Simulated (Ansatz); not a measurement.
# CCSDT(Q)/3-21G run of BH (SMILES [BH])

Aim: the vertical electron affinity of BH at CCSDT(Q)/3-21G, from 2 runs. 

The calculation is run with Ansatz 0.2.0.

60 further runs of the same task are left out: 60 set aside as unsound or not needed.

### Step 1. The molecule

BH: 2 atoms, total charge 0, spin state singlet. As SMILES, `[BH]`. The bond length is the measured one.

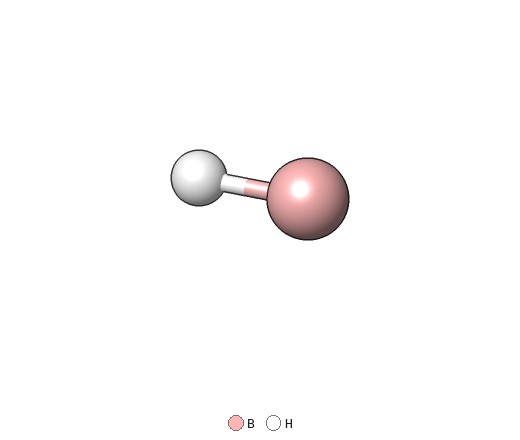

Viewed from a chosen angle; boron pink, hydrogen white.

### Step 2. A single-point energy at CCSDT(Q)/3-21G

The input, input.yaml:

```yaml
crystal:
  periodic: [false, false, false]
  atoms:
    - symbol: B
      position_ang: [0.000000, 0.000000, 0.000000]
    - symbol: H
      position_ang: [0.000000, 0.000000, 1.232400]
basis:
  gaussian: {orbitals: 3-21G.json}
accuracy: high
correlation: {method: ccsdt_q, frozen_orbitals: {B: 1, H: 0}}
scf: {omitted_lower_state_checks: [cluster_reference, increment]}
```

The basis set 3-21G is read from a file made from the Basis Set Exchange's data (not shown).

The run is started by

```sh
$ ansatz run input.yaml --threads 1 --pin off --max-ram 2610MiB --events-out events.jsonl --progress --plain --runs-dir runs
```

The log of the run:

```text
Warning: RAYON_NUM_THREADS=1 ignored (pool sized by the plan → 1); use --threads N
Functional definition: HF
  name "HF"
  exchange = exact_x
  correlation = 0
these checks for a lower state are left out or cut short: cluster_reference, increment
210 factors; integrals over basis functions are off by at most 2.8e-9 eV
mean field evaluation 1: about -679.4178 eV, gradient 6.4e0 eV
mean field evaluation 2: about -679.4145 eV, gradient 6.4e0 eV
mean field evaluation 4: about -679.6529 eV, gradient 3.2e-1 eV
mean field evaluation 8: about -679.6533 eV, gradient 5.7e-5 eV
mean field -679.65328960 eV, -24.9767977071 hartree, gradient 1.0e-8 eV, S^2 0.000000; 0 other end points of the search recorded, 0 dependent functions left out; unrestricted orbitals would lower it
1 core orbitals not correlated: weight in the atoms' cores, before any rotation towards them, 1.000 or more for the frozen orbitals, at most 0.000 for the correlated occupied ones
reference -679.65328960 eV, -24.9767977071 hartree; 2, 2 occupied and 8, 8 virtual orbitals, 210 factors
second order -1.02111478 eV of doubles, -0.00000000 eV of singles
cycle   1  -1.35796721 eV  change   -3.4e-1 eV  update   6.7e-2
cycle   2  -1.65721496 eV  change   -3.0e-1 eV  update   3.7e-2
cycle   3  -1.66458811 eV  change   -7.4e-3 eV  update   7.7e-3
cycle   4  -1.66906220 eV  change   -4.5e-3 eV  update   2.5e-3
cycle   5  -1.66573461 eV  change    3.3e-3 eV  update   9.5e-4
cycle   6  -1.66684502 eV  change   -1.1e-3 eV  update   2.9e-4
cycle   7  -1.66670224 eV  change    1.4e-4 eV  update   4.8e-5
cycle   8  -1.66670531 eV  change   -3.1e-6 eV  update   1.0e-5
cycle   9  -1.66671086 eV  change   -5.6e-6 eV  update   2.8e-6
cycle  10  -1.66670824 eV  change    2.6e-6 eV  update   6.9e-7
cycle  11  -1.66670874 eV  change   -5.0e-7 eV  update   1.6e-7
cycle  12  -1.66670869 eV  change    4.7e-8 eV  update   3.5e-8
cycle  13  -1.66670871 eV  change   -1.9e-8 eV  update   1.7e-8
cycle  14  -1.66670903 eV  change   -3.1e-7 eV  update   9.2e-8
cycle  15  -1.66670930 eV  change   -2.8e-7 eV  update   5.3e-8
cycle  16  -1.66670931 eV  change   -3.7e-9 eV  update   1.8e-8
cycle  17  -1.66670929 eV  change    2.2e-8 eV  update   7.2e-9
cycle  18  -1.66670929 eV  change   1.2e-10 eV  update   2.3e-9
cycle  19  -1.66670929 eV  change   -3.3e-9 eV  update   1.0e-9
cycle  20  -1.66670929 eV  change  -5.9e-10 eV  update  1.7e-10
cycle  21  -1.66670929 eV  change  -4.5e-11 eV  update  4.6e-11
perturbative correction -0.00101961 eV, -0.0000374699 hartree
Total energy: -681.32101849 eV, -25.0380856136 hartree
Checks for a lower state left out: cluster_reference, increment
```

It took 0.18 s on 1 thread of Arm Neoverse V1, shared host.

### Step 3. The doublet anion

The input, run.yaml:

```yaml
crystal:
  periodic: [false, false, false]
  atoms:
    - {symbol: B, position_ang: [0.000000, 0.000000, 0.000000]}
    - {symbol: H, position_ang: [0.000000, 0.000000, 1.232400]}
basis:
  gaussian:
    orbitals: 3-21G.json
total_charge: -1
magnetization:
  spin_polarized: true
  initial_magnetization: 1
correlation:
  method: ccsdt_q
  frozen_orbitals: {B: 1, H: 0}
accuracy: high
scf:
  omitted_lower_state_checks: [cluster_reference, increment]
```

The basis set 3-21G is read from a file made from the Basis Set Exchange's data (not shown).

The run is started by

```sh
$ ansatz run run.yaml --threads 1 --pin off --max-ram 2610MiB --events-out events.jsonl --progress --plain --runs-dir runs
```

The log of the run:

```text
Warning: RAYON_NUM_THREADS=1 ignored (pool sized by the plan → 1); use --threads N
[... 14 lines left out ...]
1 core orbitals not correlated: weight in the atoms' cores, before any rotation towards them, 1.000 or more for the frozen orbitals, at most 0.000 for the correlated occupied ones
[... 41 lines left out ...]
Total energy: -679.76766660 eV, -24.9810009843 hartree
Checks for a lower state left out: cluster_reference, increment
```

Run time: 1.1 s. Hardware: 1 thread of Arm Neoverse V1, shared host.

### Step 4. Summary of results

At CCSDT(Q)/3-21G, 1 core orbital frozen:

| quantity | value |
| --- | --- |
| singlet BH: total energy | -25.03809 Eh |
| singlet BH: correlation energy (1 core orbital frozen) | -61.3 mEh |
| singlet BH: T1 diagnostic | 0.013 |
| doublet anion: total energy | -24.98100 Eh |
| doublet anion: correlation energy (1 core orbital frozen) | -50.9 mEh |
| doublet anion: ⟨S²⟩ of the reference determinant | 1.109 |
| doublet anion: T1 diagnostic | 0.118 |
| vertical electron affinity (to the doublet anion) | -1.553 eV |

What this shows: The anion lies 1.55 eV (36 kcal/mol) above the neutral: the electron isn't bound at this level, and such a value depends on the basis. Without diffuse functions anions come out too high. The restricted solution (singlet BH) is unstable to spin breaking: an unrestricted one lies lower. ⟨S²⟩ (doublet anion) is 1.11 where a pure doublet has 0.75: the reference is spin-contaminated. The T1 diagnostic (doublet anion) of 0.118 is above the customary mark for such species, so a single reference may not serve.
